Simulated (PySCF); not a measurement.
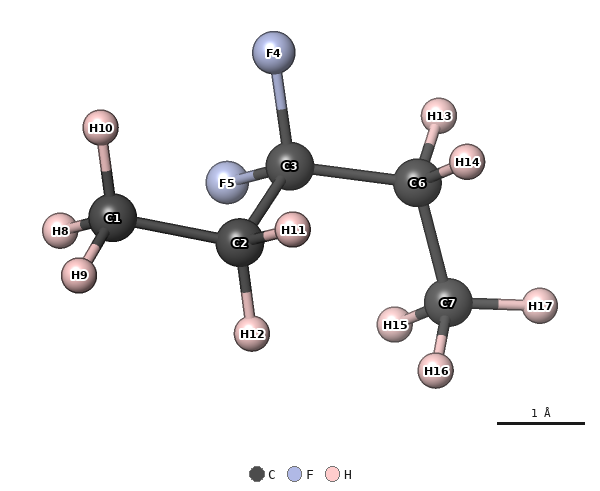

Fig. 1: The structure as given in the input (ball-and-stick view, seen at a tilt; atoms are numbered from 1 in the order of the input). Bond lengths as drawn: C–C 1.52 Å, C–F 1.37 Å and C–H 1.10 Å.

**What a change does: NMR shielding calculation on C5H10F2**

System: C5H10F2 ((CH3CH2)2CF2), SMILES CCC(F)(F)CC.
Method of run 1: GIAO PBE0/6-31G NMR shielding, non-relativistic, gas phase (PySCF 2.14.0).

The geometry comes from this level: PBE0-D3(BJ)/def2-SVP. Text and figures count atoms from 1; the logs count them from 0 in places.

**Input file, run 1**
```
{"job": {"kind": "nmr", "xc": "PBE0", "basis": "6-31G", "pop": true}, "charge": 0, "multiplicity": 1}
C     -2.280330    -0.350414    -0.111002
C     -0.826745    -0.572831     0.270147
C     -0.025544     0.712539     0.314721
F     -0.631662     1.578912     1.179886
F     -0.083024     1.310200    -0.914297
C      1.428403     0.589253     0.724485
C      2.278462    -0.247927    -0.214961
H     -2.355079     0.124993    -1.099454
H     -2.826331    -1.303945    -0.146778
H     -2.779706     0.304804     0.616736
H     -0.748109    -1.047157     1.261576
H     -0.337356    -1.250012    -0.446779
H      1.811939     1.620643     0.776641
H      1.453614     0.189693     1.750552
H      2.200269     0.126362    -1.246400
H      1.978432    -1.306900    -0.214214
H      3.337053    -0.207349     0.079209
```

The first line tells a small driver script what to run in PySCF; the rest is the geometry in Å.

Hardware: 1 CPU thread, shared host.

**Output (run 1)**
```
coarse grid: 13808 points
cycle   1  E = -395.6480999236  dE =  7.218e-01  |g| = 7.462e-01  |ddm| = 3.489e+00
cycle   2  E = -395.5699161311  dE =  7.818e-02  |g| = 1.035e+00  |ddm| = 1.477e+00
cycle   3  E = -395.7619960535  dE = -1.921e-01  |g| = 7.174e-02  |ddm| = 8.469e-01
cycle   4  E = -395.7631742842  dE = -1.178e-03  |g| = 2.160e-02  |ddm| = 8.553e-02
cycle   5  E = -395.7632798203  dE = -1.055e-04  |g| = 2.699e-03  |ddm| = 2.429e-02
cycle   6  E = -395.7632815901  dE = -1.770e-06  |g| = 6.159e-04  |ddm| = 4.172e-03
final grid: 132968 points
cycle   7  E = -395.7330365674  dE = -2.630e-05  |g| = 8.956e-03  |ddm| = 2.264e-02
cycle   8  E = -395.7330261538  dE =  1.041e-05  |g| = 1.176e-02  |ddm| = 1.883e-02
cycle   9  E = -395.7330550564  dE = -2.890e-05  |g| = 9.033e-04  |ddm| = 1.055e-02
cycle  10  E = -395.7330552179  dE = -1.615e-07  |g| = 1.114e-04  |ddm| = 7.951e-04
cycle  11  E = -395.7330552204  dE = -2.467e-09  |g| = 3.623e-05  |ddm| = 1.356e-04
cycle  12  E = -395.7330552207  dE = -3.291e-10  |g| = 6.344e-06  |ddm| = 4.855e-05
converged SCF energy = -395.7330552207

GIAO shielding tensors (ppm)
atom      isotropic    diamagn.    paramagn.     s11        s22        s33       span
  0 C      191.569     244.114     -52.545    184.084    190.298    200.324     16.240
  1 C      170.396     247.827     -77.431    156.903    166.664    187.621     30.719
  2 C       75.874     237.287    -161.413     63.616     71.369     92.637     29.020
  3 F      310.686     473.852    -163.166    211.296    344.057    376.706    165.409
  4 F      324.016     475.713    -151.697    225.832    354.741    391.475    165.643
  5 C      166.735     245.058     -78.323    150.764    160.917    188.525     37.761
  6 C      189.244     246.270     -57.026    180.869    187.533    199.329     18.461
  7 H       31.185      28.591       2.594     25.873     30.263     37.418     11.545
  8 H       31.805      28.670       3.135     27.010     29.201     39.203     12.193
  9 H       31.107      28.777       2.329     25.805     30.072     37.443     11.637
 10 H       31.168      31.029       0.139     26.166     31.370     35.968      9.802
 11 H       30.670      30.901      -0.231     24.903     32.133     34.973     10.070
 12 H       30.634      30.103       0.531     25.955     30.026     35.920      9.965
 13 H       31.071      30.131       0.940     27.020     30.206     35.988      8.967
 14 H       31.291      29.002       2.290     26.557     30.292     37.026     10.469
 15 H       31.674      29.372       2.302     26.727     31.170     37.126     10.399
 16 H       31.655      28.924       2.731     26.991     28.821     39.152     12.161
```

The input of run 2 differs as follows (lines with − go, lines with + come):
```diff
-"basis": "6-31G"
+"basis": "STO-3G"
```

What does this change do to the results?

The total energy of run 2 is 3205.6 kcal/mol higher, which measures the change of basis and not a stability. The HOMO goes from −8.88 to −4.82 eV. The LUMO goes from 2.58 to 8.57 eV. The dipole moment goes from 2.39 to 1.22 D. Of all shieldings, the largest change is that of F4, by +97.8 ppm. The SCF takes 11 iterations against 12. The basis functions go from 83 to 45.

**Output (run 2)**
```
coarse grid: 13808 points
cycle   1  E = -390.5514028780  dE =  6.849e-01  |g| = 5.718e-01  |ddm| = 4.846e+00
cycle   2  E = -390.5679330744  dE = -1.653e-02  |g| = 5.857e-01  |ddm| = 1.492e+00
cycle   3  E = -390.6647000180  dE = -9.677e-02  |g| = 3.160e-02  |ddm| = 7.196e-01
cycle   4  E = -390.6650170230  dE = -3.170e-04  |g| = 1.044e-02  |ddm| = 5.757e-02
cycle   5  E = -390.6650498060  dE = -3.278e-05  |g| = 1.983e-03  |ddm| = 1.696e-02
cycle   6  E = -390.6650512017  dE = -1.396e-06  |g| = 1.913e-04  |ddm| = 3.329e-03
final grid: 132968 points
cycle   7  E = -390.6246524368  dE = -1.059e-05  |g| = 4.687e-03  |ddm| = 1.528e-02
cycle   8  E = -390.6246537066  dE = -1.270e-06  |g| = 4.263e-03  |ddm| = 1.154e-02
cycle   9  E = -390.6246591949  dE = -5.488e-06  |g| = 2.232e-04  |ddm| = 5.522e-03
cycle  10  E = -390.6246592094  dE = -1.456e-08  |g| = 2.605e-05  |ddm| = 3.019e-04
cycle  11  E = -390.6246592097  dE = -2.775e-10  |g| = 3.397e-06  |ddm| = 5.234e-05
converged SCF energy = -390.6246592097

GIAO shielding tensors (ppm)
atom      isotropic    diamagn.    paramagn.     s11        s22        s33       span
  0 C      217.652     243.085     -25.433    211.152    213.143    228.661     17.509
  1 C      210.512     247.676     -37.164    199.489    210.134    221.914     22.425
  2 C      145.729     252.367    -106.638    118.911    149.239    169.037     50.126
  3 F      408.498     456.270     -47.772    378.939    394.016    452.538     73.599
  4 F      412.656     457.867     -45.211    378.640    397.876    461.451     82.811
  5 C      209.069     244.204     -35.135    198.982    206.862    221.361     22.379
  6 C      217.382     243.327     -25.944    210.987    212.938    228.221     17.234
  7 H       31.716      30.327       1.389     25.796     30.267     39.084     13.288
  8 H       31.839      28.927       2.912     26.340     28.267     40.909     14.569
  9 H       31.689      29.650       2.039     25.802     30.033     39.232     13.430
 10 H       31.863      32.827      -0.963     25.863     30.736     38.991     13.128
 11 H       31.695      34.040      -2.345     24.930     32.028     38.127     13.197
 12 H       31.369      30.199       1.170     25.219     29.466     39.422     14.202
 13 H       31.742      31.179       0.563     26.306     29.810     39.110     12.804
 14 H       31.876      30.610       1.266     26.252     30.368     39.008     12.756
 15 H       32.057      31.354       0.703     26.342     31.076     38.752     12.411
 16 H       31.803      28.279       3.524     26.354     28.024     41.030     14.676
```

**The two runs side by side**

```tsv
quantity	run 1	run 2
outcome	converged	converged
total energy (hartree)	−395.733055	−390.624659
HOMO (eV)	−8.88	−4.82
LUMO (eV)	2.58	8.57
dipole moment (D)	2.39	1.22
shielding of C1 (ppm)	191.6	217.7
shielding of C2 (ppm)	170.4	210.5
shielding of C3 (ppm)	75.9	145.7
shielding of F4 (ppm)	310.7	408.5
shielding of F5 (ppm)	324.0	412.7
shielding of C6 (ppm)	166.7	209.1
shielding of C7 (ppm)	189.2	217.4
SCF iterations	12	11
basis functions	83	45
wall time (shared host)	13 s	5.9 s
```
